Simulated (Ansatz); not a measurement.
# Be2Si: response to strain

Base system: Be2Si (space group Fm-3m, No. 225; a model cell, its experimental status unchecked; relaxed with 0.1 eV smearing).

```xyz
3
Lattice="0.0000 2.6301 2.6301 2.6301 0.0000 2.6301 2.6301 2.6301 0.0000" Properties=species:S:1:pos:R:3 pbc="T T T"
Si     0.0000     0.0000     0.0000
Be     1.3151     1.3151     1.3151
Be     3.9452     3.9452     3.9452
```

Cartesian axes are those of the cell as printed.

Strains are applied to the cell and any free atomic positions relax; under biaxial strain the out-of-plane vector relaxes too.

Computed with PBEsol (Ansatz, an electronic-structure program), no spin-orbit coupling.

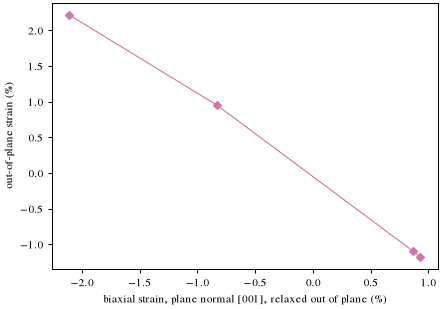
*Out-of-plane strain against biaxial strain, plane normal [001], relaxed out of plane*

```tsv
biaxial strain, plane normal [001], relaxed out of plane (%)	out-of-plane strain
-2.11	+2.21 %
-0.83	+0.95 %
0.87	-1.10 %
0.93	-1.18 %
```

Stability against distortions was not tested. The final runs are not spin-polarised.
